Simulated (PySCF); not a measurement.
# F₃Sb, SMILES `F[Sb](F)F`: electronic structure

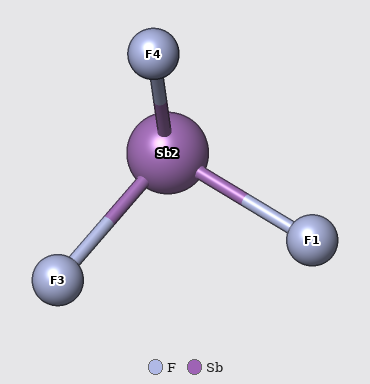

The molecule, with its atoms numbered as below. No frequency check shows the geometry to be a minimum.

Cartesian coordinates (Å):

```
F1      -1.3201    0.8367    0.7641
Sb2     -0.0015    0.0000   -0.4027
F3       1.3888    0.7273    0.7569
F4      -0.0604   -1.5640    0.7608
```

## 1. Bonding charge

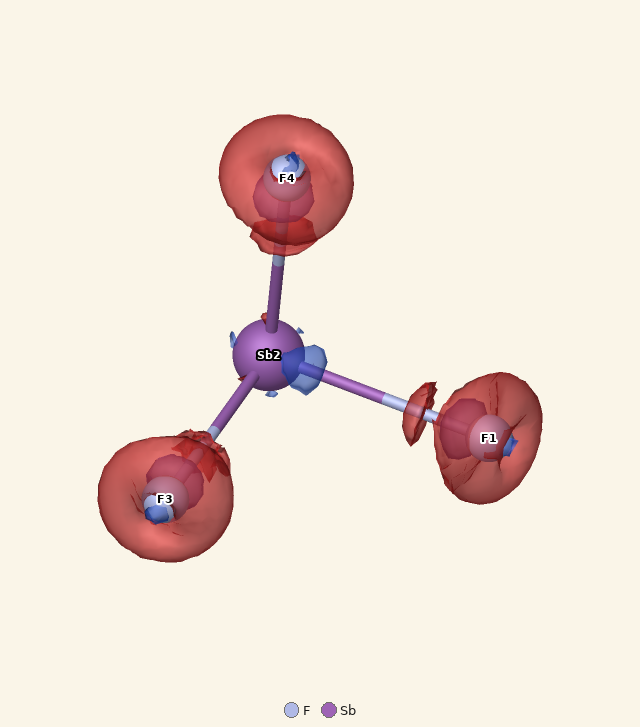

Deformation density (molecule less spherical, spin-averaged free atoms at the same positions), surfaces at ±0.15 e/Å³; red: gain, blue: loss.

Method: PBE/def2-TZVP; geometry: GFN2-xTB; program: PySCF. Core potentials replace the inner electrons of Sb; spin–orbit coupling isn't included.

> Describe the bonding that the map shows.

F1–Sb2, Sb2–F4 and Sb2–F3: +0.02 e/Å³ at the bond critical point (bond length 1.95 Å, Mayer order 0.9); up to 0.6 Å beside the axis the gain reaches +0.17 e/Å³. In all, 1.1 electrons gather in the regions of gain relative to the promolecule. A small or negative value marks a very polar bond, one between electron-rich atoms, whose free-atom densities already overlap strongly, a long bond to a heavier atom, or a closed-shell contact such as a hydrogen bond.

> Where do the Hirshfeld charges lie?

The highest Hirshfeld charge is on Sb2 (+0.73 e), the lowest on F1, F3 and F4 (−0.24 e).

## 2. Bond critical points

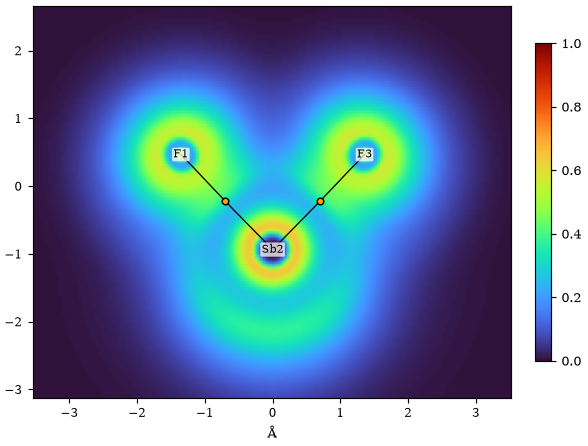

Localised orbital locator (LOL) in the plane of F1, Sb2 and F3, with bond paths and bond critical points (dots).

> What values does LOL take at the bond critical points in this plane?

F1–Sb2 and Sb2–F3: about 0.35. Values above 0.5 mark slow, localised electrons, as in shared pairs; low values at a critical point mark a polar or closed-shell contact whose critical point lies between the shells.

## 3. Local ionisation energy

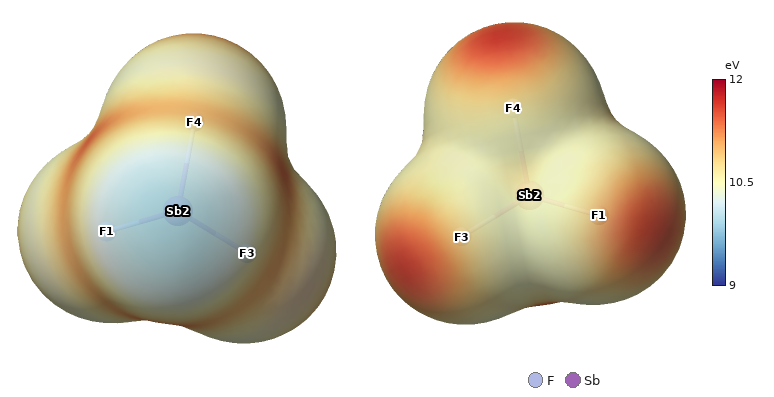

Average local ionisation energy on the surface of electron density 0.001 a.u. (back view left, front view right).

> Where are the most loosely bound electrons on this surface?

The lowest value is 9.9 eV, 2.4 Å from Sb2. Further minima include 10.4 eV, 1.8 Å from F3, and at like points elsewhere; 10.4 eV, about equally far (1.9 Å) from F3 and F4, over Sb2 (2.7 Å), and at like points elsewhere. For comparison, the highest occupied orbital lies at −8.7 eV.

> What volume does the surface enclose, and what is the dipole moment?

About 83 Å³; the dipole moment is 4.8 D.

## 4. In an electric field

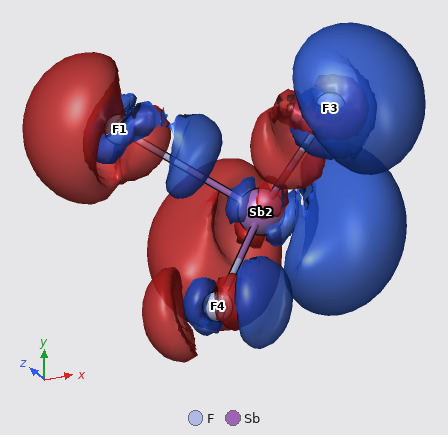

Change of the electron density in a uniform field of 0.21 V/Å, surfaces at ±0.0015 e/Å³ (red: gain, blue: loss).

Computed with PySCF, PBE/def2-TZVP, geometry: GFN2-xTB. Core potentials replace the inner electrons of Sb; spin–orbit coupling isn't included. A basis without diffuse functions makes polarisabilities too small.

> Along which Cartesian direction does the field point?

Along +x: electrons gather on the −x side, against the field.

> How large is the response?

The induced dipole is 0.36 D (along the field); α along this axis, from the fields in both directions, is 36 bohr³ (5.3 Å³).

> Which atoms gain and lose the most charge?

Electrons gather most on F1 (Hirshfeld charge changes by −0.010 e) and leave F3 most (+0.011 e); 0.035 electrons are displaced in all.

## 5. Removing or adding an electron

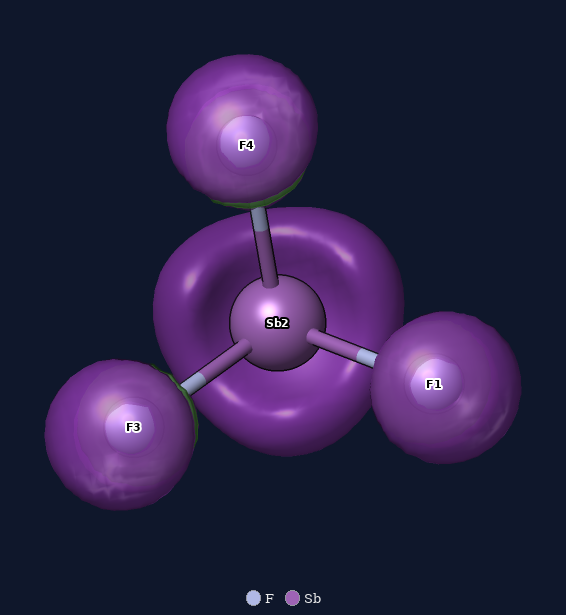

Fukui function f⁻ = ρ(N) − ρ(N−1) at fixed geometry, surfaces at ±0.03 e/Å³ (purple positive, green negative).

Level of theory: PBE/def2-TZVP (PySCF), at a geometry from GFN2-xTB. Core potentials replace the inner electrons of Sb; spin–orbit coupling isn't included.

> On which atoms does the density change most on removal of an electron?

f⁻ (Hirshfeld-condensed) is largest on Sb2 (0.45); the vertical ionisation energy is 12.17 eV (the stability of the cation's solution wasn't checked). Condensed values hint at sites of electrophilic attack but needn't mark the atom that reacts. Orbital relaxation makes it negative in places (0.11 e in all).

```tsv
atom	f⁻	charge
F1	+0.18	−0.24
Sb2	+0.45	+0.73
F3	+0.18	−0.24
F4	+0.18	−0.24
```
